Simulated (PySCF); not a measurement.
Ga(Me)3(NH3), C3H12GaN, singlet, GFN2-xTB optimised geometry. Atoms within 1.6 Å of the plane z = 1.2 Å (x, y, z in Å): Ga1 (-0.22, 0.03, 0.00), C2 (-1.19, 1.82, 0.00), H3 (-2.24, 1.72, 0.31), H5 (-0.72, 2.55, 0.67), C10 (1.82, 0.03, 0.00), H12 (2.24, -0.94, 0.30), H13 (2.24, 0.79, 0.67), N14 (-0.49, -0.43, 2.18), H15 (-0.06, -1.32, 2.41), H16 (-1.48, -0.49, 2.41), H17 (-0.07, 0.29, 2.75).

Method: CAM-B3LYP/def2-SVP (PySCF).

Map of the electron localisation function on the plane z = 1.2 Å:

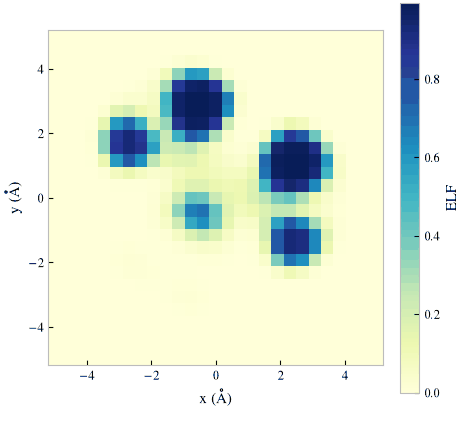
Figure. Electron localisation function on the plane z = 1.2 Å.
